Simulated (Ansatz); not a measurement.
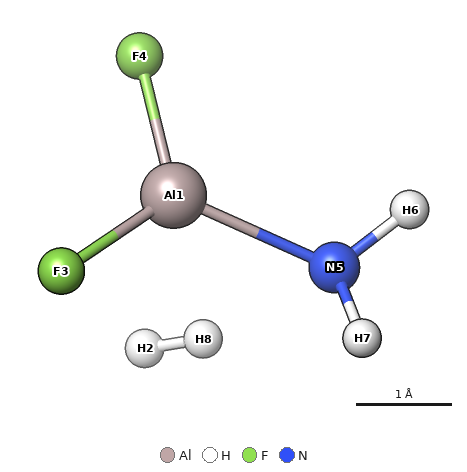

The starting structure (ball-and-stick view, seen at a tilt; atoms are numbered from 1 in the order of the input). Sticks mark near contacts. Bond lengths as drawn: Al–F 1.66 Å, Al–N 1.87 Å, H–H 0.72 Å and H–N 1.02 Å.

**Geometry relaxation of AlNH₄F₂**

The run: geometry relaxation of AlNH₄F₂. Method and program: RKS PBE-D4/6-31G* (Ansatz 0.2.0).

It belongs to a series of runs on one base structure; here: end point B relaxed. Figures and captions count atoms from 1; the log counts them from 0 in places.

## What the program printed
```
The last accepted step is kept in [file] (removed where the run ends without a failure and the disk answers)
Engine: ansatz 0.2.0, x86_64-unknown-linux-gnu
Functional definition: PBE
  parameter kappa = 0.804
  parameter beta = 0.06672455060314922
  exchange = pbe_x(kappa = kappa, mu = beta*pi^2/3)
  correlation = pbe_c(beta = beta)
824 factors; their error is unknown
mean field evaluation 1: about -13566.8759 eV, gradient 7.9e1 eV
mean field evaluation 2: about -13521.4482 eV, gradient 1.5e2 eV
mean field evaluation 4: about -13577.6639 eV, gradient 1.8e1 eV
mean field evaluation 8: about -13578.1843 eV, gradient 1.2e-1 eV
mean field evaluation 16: about -13578.1843 eV, gradient 4.5e-5 eV
mean field -13578.18430445 eV, -498.9890695646 hartree, gradient 4.5e-5 eV, S^2 0.000000; 0 other end points of the search recorded, 0 dependent functions left out
the calculation of the forces begins
reference -13578.18435201 eV, -498.9890713124 hartree; 21, 21 occupied and 51, 51 virtual orbitals, 824 factors
relax step   1: F+E_penalty+E_count = -13578.29949933 eV  Δ(F+E_penalty+E_count) = +0.000e0 eV  max|allowed force component| = 1.655e0 eV/Å  Δτ_max = 0.0000 Å  (25 SCF iters, accepted)
these checks for a lower state are left out or cut short: starts, cluster_reference, orbital_swaps, neighbouring_geometries, increment
824 factors; their error is unknown
mean field -13578.30826813 eV, -498.9936251459 hartree, gradient 9.6e-6 eV, S^2 0.000000; 0 other end points of the search recorded, 0 dependent functions left out
the calculation of the forces begins
reference -13578.30831570 eV, -498.9936268940 hartree; 21, 21 occupied and 51, 51 virtual orbitals, 824 factors
relax step   2: F+E_penalty+E_count = -13578.42228007 eV  Δ(F+E_penalty+E_count) = -1.228e-1 eV  max|allowed force component| = 7.300e-1 eV/Å  Δτ_max = 0.1927 Å  (27 SCF iters, accepted)
these checks for a lower state are left out or cut short: starts, cluster_reference, orbital_swaps, neighbouring_geometries, increment
824 factors; their error is unknown
mean field -13578.33288527 eV, -498.9945298090 hartree, gradient 3.9e-6 eV, S^2 0.000000; 0 other end points of the search recorded, 0 dependent functions left out
the calculation of the forces begins
reference -13578.33293300 eV, -498.9945315630 hartree; 21, 21 occupied and 51, 51 virtual orbitals, 824 factors
relax step   3: F+E_penalty+E_count = -13578.44755453 eV  Δ(F+E_penalty+E_count) = -2.527e-2 eV  max|allowed force component| = 3.988e-1 eV/Å  Δτ_max = 0.0729 Å  (27 SCF iters, accepted)
these checks for a lower state are left out or cut short: starts, cluster_reference, orbital_swaps, neighbouring_geometries, increment
824 factors; their error is unknown
mean field evaluation 32: about -13578.3702 eV, gradient 7.2e-2 eV
mean field -13578.34074037 eV, -498.9948184787 hartree, gradient 5.6e-6 eV, S^2 0.000000; 0 other end points of the search recorded, 0 dependent functions left out
the calculation of the forces begins
reference -13578.34078798 eV, -498.9948202284 hartree; 21, 21 occupied and 51, 51 virtual orbitals, 824 factors
relax step   4: F+E_penalty+E_count = -13578.45638480 eV  Δ(F+E_penalty+E_count) = -8.830e-3 eV  max|allowed force component| = 2.784e-1 eV/Å  Δτ_max = 0.1514 Å  (28 SCF iters, accepted)
these checks for a lower state are left out or cut short: starts, cluster_reference, orbital_swaps, neighbouring_geometries, increment
824 factors; their error is unknown
mean field -13578.33674947 eV, -498.9946718159 hartree, gradient 3.6e-6 eV, S^2 0.000000; 0 other end points of the search recorded, 0 dependent functions left out
the calculation of the forces begins
reference -13578.33679746 eV, -498.9946735793 hartree; 21, 21 occupied and 51, 51 virtual orbitals, 824 factors
relax step   5: F+E_penalty+E_count = -13578.45336113 eV  Δ(F+E_penalty+E_count) = +3.024e-3 eV  max|allowed force component| = 8.821e-1 eV/Å  Δτ_max = 0.1472 Å  (27 SCF iters, rejected (line search))
these checks for a lower state are left out or cut short: starts, cluster_reference, orbital_swaps, neighbouring_geometries, increment
824 factors; their error is unknown
mean field -13578.35007788 eV, -498.9951616259 hartree, gradient 3.5e-6 eV, S^2 0.000000; 0 other end points of the search recorded, 0 dependent functions left out
the calculation of the forces begins
reference -13578.35012580 eV, -498.9951633870 hartree; 21, 21 occupied and 51, 51 virtual orbitals, 824 factors
relax step   6: F+E_penalty+E_count = -13578.46603796 eV  Δ(F+E_penalty+E_count) = -9.653e-3 eV  max|allowed force component| = 3.750e-1 eV/Å  Δτ_max = 0.0716 Å  (27 SCF iters, accepted)
these checks for a lower state are left out or cut short: starts, cluster_reference, orbital_swaps, neighbouring_geometries, increment
824 factors; their error is unknown
mean field -13578.35532654 eV, -498.9953545106 hartree, gradient 3.3e-6 eV, S^2 0.000000; 0 other end points of the search recorded, 0 dependent functions left out
the calculation of the forces begins
reference -13578.35537458 eV, -498.9953562761 hartree; 21, 21 occupied and 51, 51 virtual orbitals, 824 factors
relax step   7: F+E_penalty+E_count = -13578.47169943 eV  Δ(F+E_penalty+E_count) = -5.661e-3 eV  max|allowed force component| = 4.472e-2 eV/Å  Δτ_max = 0.0492 Å  (28 SCF iters, accepted)
these checks for a lower state are left out or cut short: starts, cluster_reference, orbital_swaps, neighbouring_geometries, increment
824 factors; their error is unknown
mean field evaluation 64: about -13578.3560 eV, gradient 2.4e-5 eV
mean field -13578.35597919 eV, -498.9953784949 hartree, gradient 2.4e-5 eV, S^2 0.000000; 0 other end points of the search recorded, 0 dependent functions left out
the calculation of the forces begins
reference -13578.35602733 eV, -498.9953802640 hartree; 21, 21 occupied and 51, 51 virtual orbitals, 824 factors
relax step   8: F+E_penalty+E_count = -13578.47257971 eV  Δ(F+E_penalty+E_count) = -8.803e-4 eV  max|allowed force component| = 5.322e-2 eV/Å  Δτ_max = 0.0379 Å  (27 SCF iters, accepted)
these checks for a lower state are left out or cut short: starts, cluster_reference, orbital_swaps, neighbouring_geometries, increment
824 factors; their error is unknown
mean field -13578.35623901 eV, -498.9953880433 hartree, gradient 2.3e-5 eV, S^2 0.000000; 0 other end points of the search recorded, 0 dependent functions left out
the calculation of the forces begins
reference -13578.35628713 eV, -498.9953898117 hartree; 21, 21 occupied and 51, 51 virtual orbitals, 824 factors
relax step   9: F+E_penalty+E_count = -13578.47282166 eV  Δ(F+E_penalty+E_count) = -2.419e-4 eV  max|allowed force component| = 2.659e-2 eV/Å  Δτ_max = 0.0101 Å  (27 SCF iters, accepted)
```

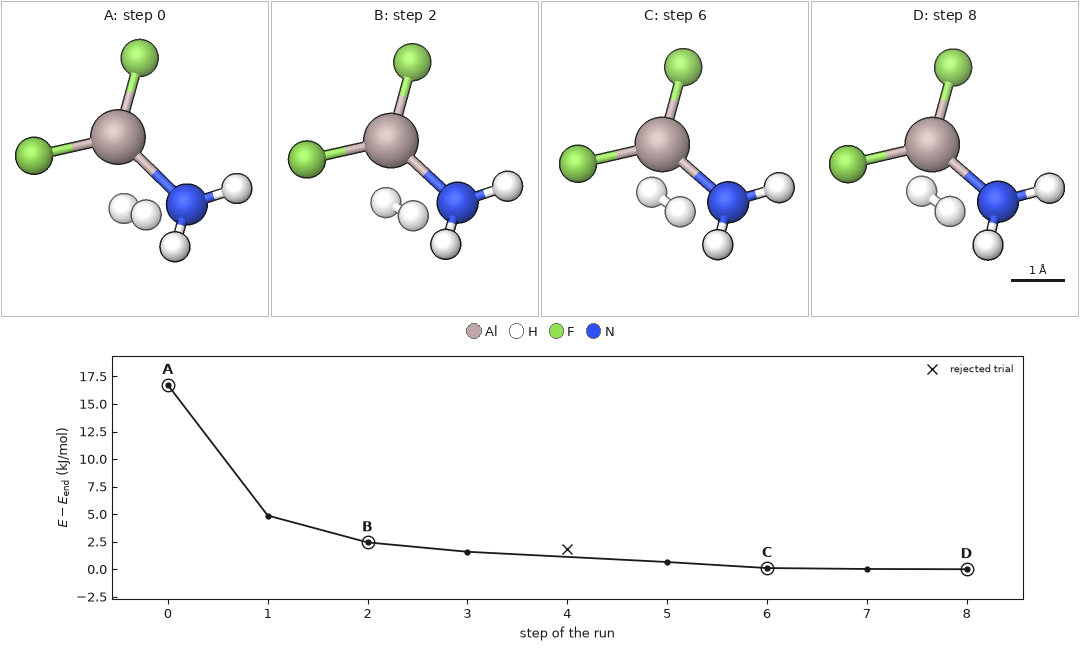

Frames of the relaxation (ball-and-stick view, seen at a tilt) above the curves, on which the letters mark them (the first geometry is step 0 here and step 1 in the log).

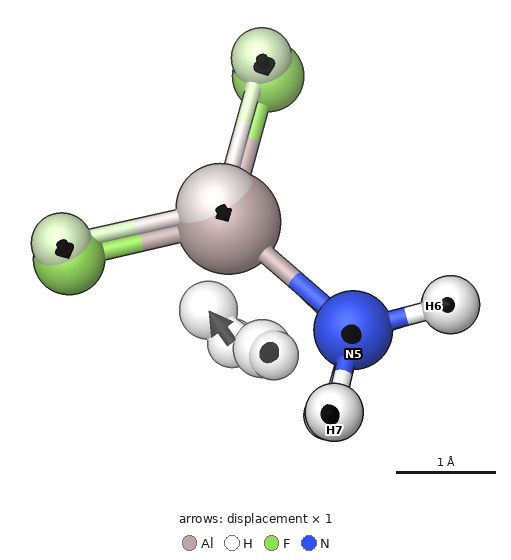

Start (faint) and end (solid) with the displacements as black arrows, at true length (ball-and-stick view, seen at a tilt). The two geometries are laid on each other by the best rigid fit. Over 8 geometry steps the energy falls by 16.7 kJ/mol. The largest force component goes from 1.7 to 0.027 eV/Å. The line search rejected the trial step at point 4 (counted from 0) and went back. H2 moves most after the best rigid fit: 0.41 Å. Largest moves by element: H 0.41 Å, F 0.26 Å, N 0.25 Å, Al 0.18 Å. Among the contacts that change: Al1–N5 1.869 → 1.776 Å, H2–H8 0.718 → 0.756 Å. Among the angles that change: Al1–N5–H6 119.0° → 123.5°. (Atoms are counted from 1 in the order of the input.)

```
824 factors; their error is unknown
mean field -13578.35623901 eV, -498.9953880433 hartree, gradient 2.3e-5 eV, S^2 0.000000; 1 other end points of the search recorded, 0 dependent functions left out
the calculation of the forces begins
reference -13578.35628713 eV, -498.9953898117 hartree; 21, 21 occupied and 51, 51 virtual orbitals, 824 factors
Total energy: -13578.47286978 eV, -498.9996741449 hartree
Atom 0 at     0.080451    -0.665211    -0.153272 Å, force     0.003553    -0.017628     0.010991 eV/Å
Atom 1 at    -0.153288     0.503239     2.043720 Å, force    -0.001194     0.025122     0.003729 eV/Å
Atom 2 at     1.477839     0.212543    -0.358682 Å, force     0.001972     0.002376    -0.004059 eV/Å
Atom 3 at    -1.360355     0.024166    -0.615684 Å, force    -0.004657     0.005494    -0.003976 eV/Å
Atom 4 at     0.135493    -2.342324     0.428819 Å, force    -0.008965    -0.026586    -0.014783 eV/Å
Atom 5 at    -0.666923    -2.970193     0.412419 Å, force     0.007613     0.018633     0.002795 eV/Å
Atom 6 at     0.998723    -2.866202     0.563348 Å, force     0.001179     0.014371     0.004484 eV/Å
Atom 7 at    -0.143939    -0.242120     2.172032 Å, force     0.000498    -0.021781     0.000819 eV/Å
Dipole moment:     0.009228    -0.468252     0.251604 e Å
```

## Trajectory as extended XYZ (Å, eV, eV/Å), 9 frames, from step=1 to step=9
```
8
Properties=species:S:1:pos:R:3:forces:R:3 step=1 energy=-13578.29950
Al    0.0748   -0.5983   -0.3202    0.0038  -1.3428   0.8377
H    -0.1121    0.2175    2.3085   -0.0354   1.6550   0.5037
F     1.4801    0.2477   -0.5783    0.0035   0.0021  -0.0010
F    -1.3560    0.0246   -0.8890    0.0030   0.0001   0.0043
N     0.0865   -2.2018    0.6392    0.0129   1.1398  -0.9626
H    -0.6772   -2.8665    0.5023    0.0120   0.0043  -0.0029
H     0.9705   -2.7038    0.7424   -0.0120  -0.0016  -0.0110
H    -0.0986   -0.4655    2.0878    0.0122  -1.4568  -0.3682
8
Properties=species:S:1:pos:R:3:forces:R:3 step=2 energy=-13578.42228
Al    0.0791   -0.6569   -0.3186   -0.0225  -0.7300   0.5388
H    -0.1250    0.4047    2.3522   -0.0002  -0.2385  -0.0479
F     1.4792    0.2079   -0.5447    0.0098  -0.0007  -0.0160
F    -1.3557   -0.0091   -0.8503    0.0046  -0.0024  -0.0188
N     0.0981   -2.2599    0.5551    0.0311   0.7155  -0.5770
H    -0.6689   -2.9192    0.4138    0.0240  -0.0029   0.0505
H     0.9821   -2.7623    0.6518   -0.0420  -0.0191   0.0317
H    -0.1209   -0.3513    2.2333   -0.0048   0.2782   0.0388
8
Properties=species:S:1:pos:R:3:forces:R:3 step=3 energy=-13578.44756
Al    0.0792   -0.6680   -0.2636   -0.0104  -0.2457   0.1472
H    -0.1346    0.4585    2.3040   -0.0034  -0.3829  -0.0567
F     1.4824    0.1868   -0.5112    0.0072   0.0266   0.0173
F    -1.3551   -0.0181   -0.7951   -0.0073   0.0255   0.0111
N     0.1087   -2.2791    0.5255    0.0369   0.2008  -0.2744
H    -0.6663   -2.9299    0.3899    0.0384  -0.0042   0.0737
H     0.9904   -2.7883    0.6061   -0.0642  -0.0189   0.0522
H    -0.1366   -0.3079    2.2371    0.0028   0.3988   0.0295
8
Properties=species:S:1:pos:R:3:forces:R:3 step=4 energy=-13578.45638
Al    0.0820   -0.6982   -0.2016   -0.0581   0.2784   0.0795
H    -0.1480    0.5486    2.1840    0.0055  -0.2066  -0.0687
F     1.4768    0.1909   -0.3828   -0.0194  -0.0412  -0.0503
F    -1.3632    0.0003   -0.6450    0.0674  -0.0548  -0.0401
N     0.1250   -2.3391    0.4758    0.0286  -0.1335  -0.1237
H    -0.6622   -2.9789    0.3587    0.0686   0.0013   0.0709
H     1.0022   -2.8569    0.5487   -0.0857  -0.0105   0.0425
H    -0.1445   -0.2127    2.1547   -0.0068   0.1670   0.0899
8
Properties=species:S:1:pos:R:3:forces:R:3 step=5 energy=-13578.45336 accepted=F
Al    0.0813   -0.6828   -0.1595   -0.0608   0.2512  -0.0009
H    -0.1517    0.5367    2.0374    0.0027  -0.8821   0.2293
F     1.4786    0.2007   -0.3629   -0.0543  -0.0482  -0.0051
F    -1.3625    0.0173   -0.6134    0.1080  -0.0670   0.0144
N     0.1309   -2.3440    0.4616    0.0011  -0.1594  -0.0550
H    -0.6641   -2.9783    0.3674    0.0920   0.0219   0.0477
H     1.0042   -2.8671    0.5403   -0.0891   0.0044   0.0194
H    -0.1487   -0.2286    2.2217    0.0004   0.8791  -0.2498
8
Properties=species:S:1:pos:R:3:forces:R:3 step=6 energy=-13578.46604
Al    0.0783   -0.6792   -0.1650   -0.0265   0.0936  -0.0420
H    -0.1480    0.5391    2.1130    0.0045  -0.3750   0.0150
F     1.4772    0.1962   -0.3840   -0.0400  -0.0224   0.0209
F    -1.3616    0.0054   -0.6472    0.0652  -0.0315   0.0348
N     0.1278   -2.3418    0.4642    0.0057  -0.0562  -0.0745
H    -0.6635   -2.9793    0.3651    0.0720   0.0267   0.0523
H     1.0021   -2.8622    0.5473   -0.0777   0.0113   0.0276
H    -0.1444   -0.2242    2.1994   -0.0033   0.3534  -0.0341
8
Properties=species:S:1:pos:R:3:forces:R:3 step=7 energy=-13578.47170
Al    0.0808   -0.6690   -0.1600   -0.0104   0.0100  -0.0011
H    -0.1518    0.5107    2.0731    0.0002  -0.0351  -0.0008
F     1.4792    0.2056   -0.3749   -0.0111  -0.0025   0.0067
F    -1.3601    0.0164   -0.6309    0.0164  -0.0007   0.0081
N     0.1319   -2.3373    0.4509    0.0069  -0.0300  -0.0447
H    -0.6649   -2.9706    0.3956    0.0092   0.0147   0.0205
H     0.9990   -2.8625    0.5559   -0.0122   0.0113   0.0178
H    -0.1461   -0.2393    2.1832    0.0010   0.0323  -0.0066
8
Properties=species:S:1:pos:R:3:forces:R:3 step=8 energy=-13578.47258
Al    0.0804   -0.6664   -0.1465   -0.0021   0.0090  -0.0010
H    -0.1530    0.5088    2.0353   -0.0007   0.0041   0.0051
F     1.4778    0.2118   -0.3520   -0.0023  -0.0011  -0.0043
F    -1.3610    0.0236   -0.6079    0.0047   0.0005  -0.0025
N     0.1356   -2.3440    0.4330   -0.0176  -0.0532  -0.0145
H    -0.6660   -2.9733    0.4064    0.0154   0.0282   0.0062
H     0.9992   -2.8702    0.5564    0.0023   0.0170   0.0077
H    -0.1450   -0.2364    2.1681    0.0003  -0.0045   0.0032
8
Properties=species:S:1:pos:R:3:forces:R:3 step=9 energy=-13578.47282
Al    0.0805   -0.6652   -0.1533    0.0036  -0.0176   0.0110
H    -0.1533    0.5032    2.0437   -0.0012   0.0251   0.0037
F     1.4778    0.2125   -0.3587    0.0020   0.0024  -0.0041
F    -1.3604    0.0242   -0.6157   -0.0047   0.0055  -0.0040
N     0.1355   -2.3423    0.4288   -0.0090  -0.0266  -0.0148
H    -0.6669   -2.9702    0.4124    0.0076   0.0186   0.0028
H     0.9987   -2.8662    0.5633    0.0012   0.0144   0.0045
H    -0.1439   -0.2421    2.1720    0.0005  -0.0218   0.0008
```

This output came from the following input.

## Input file
```yaml
crystal:
  periodic: [false, false, false]
  atoms:
    - { symbol: Al, position_ang: [0.074822, -0.598256, -0.320204] }
    - { symbol: H, position_ang: [-0.112123, 0.217509, 2.308452] }
    - { symbol: F, position_ang: [1.480052, 0.247728, -0.578265] }
    - { symbol: F, position_ang: [-1.355957, 0.024553, -0.888952] }
    - { symbol: "N", position_ang: [0.08654, -2.201819, 0.639203] }
    - { symbol: H, position_ang: [-0.677203, -2.866469, 0.502312] }
    - { symbol: H, position_ang: [0.97051, -2.703822, 0.742392] }
    - { symbol: H, position_ang: [-0.09864, -0.465525, 2.087763] }
basis:
  gaussian: { orbitals: "6-31G*" }
hamiltonian:
  xc: pbe
  dispersion: d4
relax:
  f_tol: 0.03
  max_steps: 50
```

Command:
```bash
ansatz run input.yaml --threads 1 --pin off --max-ram 2048MiB --backend cpu --events-out ev --progress --plain --runs-dir out
```

## Results in brief

| quantity | value |
| --- | --- |
| outcome | converged |
| total energy | −13578.4729 eV |
| mean-field energy | −13578.3563 eV |
| largest force (length of the vector) at the end | 0.032 eV/Å |
| hardware | 1 thread of Intel Xeon (Sapphire Rapids), 16 GiB of memory available, shared host |
| wall time | 14 s |
| peak memory | 0.16 GiB |
